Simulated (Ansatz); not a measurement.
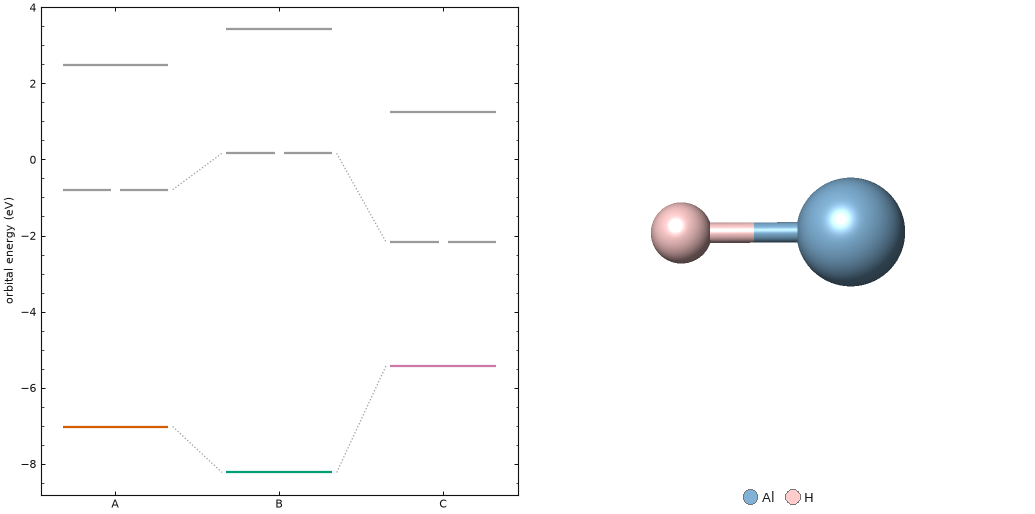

Frontier orbital energies of AlH, singlet at one geometry, def2-TZVPP, the Ansatz code 0.2.0, at a PBE0-D4/def2-TZVP geometry (a minimum by its frequencies). Empty levels are grey, levels within 0.1 eV stand side by side; all columns show the same few orbitals around the gap. Dotted lines join the HOMOs and the LUMOs.

The columns come from CAM-B3LYP, HSE06 and LC-wPBE. Which is which?

A: CAM-B3LYP (HOMO −7.02, LUMO −0.79, separation 6.23 eV)
B: LC-wPBE (HOMO −8.23, LUMO 0.16, separation 8.39 eV)
C: HSE06 (HOMO −5.43, LUMO −2.16, separation 3.27 eV)

Limits of at least one run: empty levels above zero depend strongly on the basis.
